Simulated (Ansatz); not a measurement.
# Si2H6 (disilane) at CCSD(T)/aug-cc-pVDZ

What is the energy change on altering one bond length of Si2H6 (disilane) at CCSD(T)/aug-cc-pVDZ? 

Program for the calculation: Ansatz 0.2.0.

35 further runs of the same task are left out: 7 that didn't finish, 28 set aside as unsound or not needed. Runs told in other sessions of the task aren't counted.

## Step 1: The molecule

Si2H6 has 8 atoms, charge 0, and is taken as a singlet. SMILES: `[SiH3][SiH3]`. The coordinates come from a PBE0-D4/def2-TZVP relaxation.

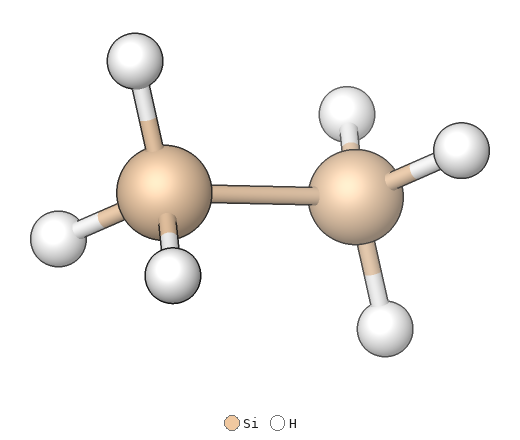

The structure, seen from a chosen angle (silicon light orange, hydrogen white).

## Step 2: The energy at CCSD(T)/aug-cc-pVDZ

Contents of run.yaml:

```yaml
basis:
  gaussian:
    orbitals: aug-cc-pVDZ
crystal:
  periodic: [false, false, false]
  atoms:
    - {symbol: Si, position_ang: [-0.340500, 0.490200, -1.004900]}
    - {symbol: Si, position_ang: [0.363500, -0.504400, 0.991000]}
    - {symbol: H, position_ang: [0.833900, 0.948200, -1.794900]}
    - {symbol: H, position_ang: [-1.112900, -0.483900, -1.821900]}
    - {symbol: H, position_ang: [-1.208000, 1.664100, -0.717900]}
    - {symbol: H, position_ang: [1.139000, 0.468600, 1.806300]}
    - {symbol: H, position_ang: [1.228100, -1.680500, 0.704000]}
    - {symbol: H, position_ang: [-0.811000, -0.959200, 1.782600]}
correlation:
  method: ccsd_t
  frozen_orbitals: {H: 0, Si: 5}
accuracy: high
scf:
  omitted_lower_state_checks: [cluster_reference, increment]
```

Started as:

```
$ ansatz run run.yaml --threads 1 --pin off --max-ram 3480MiB --events-out events.jsonl --progress --plain --runs-dir runs
```

What it wrote, cut to the lines that bear on the results:

```text
Warning: RAYON_NUM_THREADS=1 ignored (pool sized by the plan → 1); use --threads N
Functional definition: HF
  name "HF"
[...]
2209 factors; integrals over basis functions are off by at most 3.3e-9 eV
[...]
mean field -15819.08310416 eV, -581.3405815181 hartree, gradient 4.1e-9 eV, S^2 0.000000; 0 other end points of the search recorded, 0 dependent functions left out
10 core orbitals not correlated: weight in the atoms' cores, before any rotation towards them, 1.000 or more for the frozen orbitals, at most 0.000 for the correlated occupied ones
reference -15819.08310416 eV, -581.3405815181 hartree; 7, 7 occupied and 91, 91 virtual orbitals, 2209 factors
second order -6.09700045 eV of doubles, -0.00000000 eV of singles
cycle   1  -7.16006840 eV  change    -1.1e0 eV  update   7.6e-2
[...]
cycle  19  -7.53898992 eV  change   2.8e-11 eV  update  5.6e-10
perturbative correction -0.19057910 eV, -0.0070036529 hartree
Total energy: -15826.81267318 eV, -581.6246379406 hartree
Checks for a lower state left out: cluster_reference, increment
```

Wall time 18 s (1 thread of Arm Neoverse V1, shared host); peak memory 0.86 GiB.

## Step 3: The distorted shape at the same level

Contents of job.yaml:

```yaml
crystal:
  periodic: [false, false, false]
  atoms:
    - {symbol: Si, position_ang: [-0.080242, 0.138019, -1.091003]}
    - {symbol: Si, position_ang: [0.623758, -0.856581, 0.904897]}
    - {symbol: H, position_ang: [1.094158, 0.596019, -1.881003]}
    - {symbol: H, position_ang: [-0.852642, -0.836081, -1.908003]}
    - {symbol: H, position_ang: [-1.208000, 1.664100, -0.717900]}
    - {symbol: H, position_ang: [1.399258, 0.116419, 1.720197]}
    - {symbol: H, position_ang: [1.488358, -2.032681, 0.617897]}
    - {symbol: H, position_ang: [-0.550742, -1.311381, 1.696497]}
basis:
  gaussian: {orbitals: aug-cc-pVDZ}
correlation: {method: ccsd_t, frozen_orbitals: {H: 0, Si: 5}}
accuracy: high
scf: {omitted_lower_state_checks: [cluster_reference, increment]}
```

Started as:

```
$ ansatz run job.yaml --threads 1 --pin off --max-ram 3480MiB --events-out events.jsonl --progress --plain --runs-dir runs
```

What it wrote, cut to the lines that bear on the results:

```text
Warning: RAYON_NUM_THREADS=1 ignored (pool sized by the plan → 1); use --threads N
[... 2 set-up lines as earlier in the session ...]
[...]
2206 factors; integrals over basis functions are off by at most 3.8e-9 eV
[...]
mean field -15818.02902756 eV, -581.3018449178 hartree, gradient 8.3e-9 eV, S^2 0.000000; 0 other end points of the search recorded, 0 dependent functions left out
10 core orbitals not correlated: weight in the atoms' cores, before any rotation towards them, 1.000 or more for the frozen orbitals, at most 0.000 for the correlated occupied ones
reference -15818.02902756 eV, -581.3018449178 hartree; 7, 7 occupied and 91, 91 virtual orbitals, 2206 factors
second order -6.14981056 eV of doubles, -0.00000000 eV of singles
cycle   1  -7.23114705 eV  change    -1.1e0 eV  update   8.2e-2
[...]
cycle  20  -7.65205989 eV  change   2.7e-10 eV  update  8.2e-10
perturbative correction -0.20828641 eV, -0.0076543843 hartree
Total energy: -15825.88937386 eV, -581.5907073162 hartree
Checks for a lower state left out: cluster_reference, increment
```

It took 19 s on 1 thread of Arm Neoverse V1, shared host; peak memory 0.86 GiB.

## Step 4: What came out

At CCSD(T)/aug-cc-pVDZ, 10 core orbitals frozen:

```
                                                          quantity          value
                                         first shape: total energy  -581.62464 Eh
         first shape: correlation energy (10 core orbitals frozen)     -284.1 mEh
                                       first shape: (T) correction      -7.00 mEh
                                        first shape: T1 diagnostic          0.013
                                     distorted shape: total energy  -581.59071 Eh
     distorted shape: correlation energy (10 core orbitals frozen)     -288.9 mEh
                                   distorted shape: (T) correction      -7.65 mEh
                                    distorted shape: T1 diagnostic          0.014
energy change with the Si1–H5 bond stretched from 1.488 to 1.934 Å       0.923 eV
```

In words: With the Si1–H5 bond stretched from 1.488 to 1.934 Å the energy rises by 0.92 eV (89.1 kJ/mol). The first shape isn't relaxed at this level, so the change isn't measured from a minimum. The triples (first shape) make up 2.5 % of the correlation energy. The triples (distorted shape) make up 2.6 % of the correlation energy.
